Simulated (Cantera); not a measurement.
A closed system holds: 1 mol MgO, 13 mol F2, 0.17 mol O2, held at 0.240 bar.

Equilibrium computed with Cantera from the NASA thermochemical tables; the gas is ideal and each condensed phase is pure. Candidate condensed phases: Mg, MgF2, MgO; 14 gas species. Kinetics and transport are ignored.

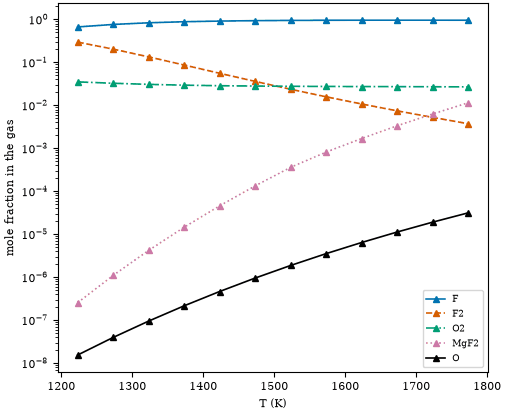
*Equilibrium gas composition (values under 1e-9 drawn at 1e-9)*

From 1223 K to 1523 K the condensed part is MgF2(s). From 1573 K to 1773 K the condensed part is MgF2(l). The main Mg-bearing gas is MgF2 throughout.
